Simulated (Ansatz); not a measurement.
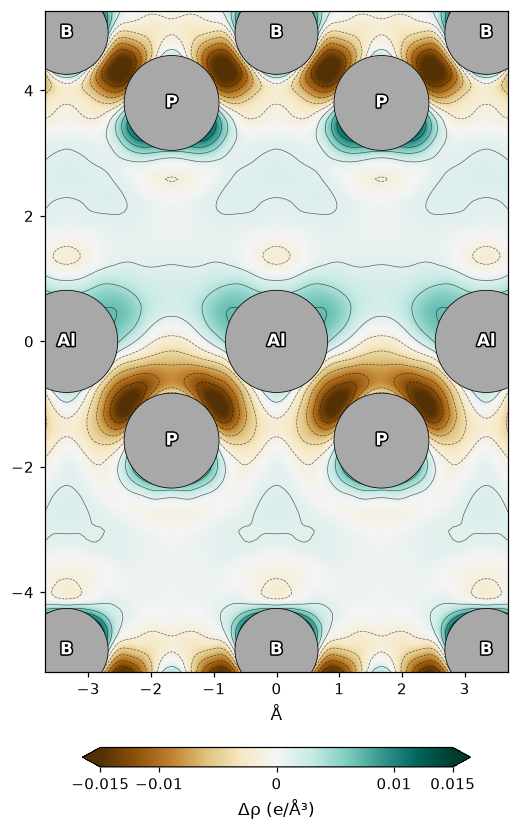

AlB3P4. Difference of the valence pseudo-densities of two functionals at the same geometry, on the (010) plane of the calculation cell: one of PBE and r2SCAN less the other.

Both computed with Ansatz (plane waves, PAW), on the same k-point mesh. Grey discs cover the atomic cores.

```
Al B P
1.0
     3.34513    0.00000    0.00000
     0.00000    3.34513    0.00000
     0.00000    0.00000    9.83709
Al B P
1 3 4
Direct
  0.00000 0.00000 0.00000
  0.50000 0.50000 0.72736
  0.00000 0.00000 0.50000
  0.50000 0.50000 0.27264
  0.00000 0.50000 0.61364
  0.50000 0.00000 0.38636
  0.00000 0.50000 0.16079
  0.50000 0.00000 0.83921
```

> Which was subtracted from which, and what does the map show?

It is PBE less r2SCAN. Against r2SCAN, PBE gives a change of −0.017 e/Å³ at the midpoint of B–P and −0.012 e/Å³ at the midpoint of Al–P.
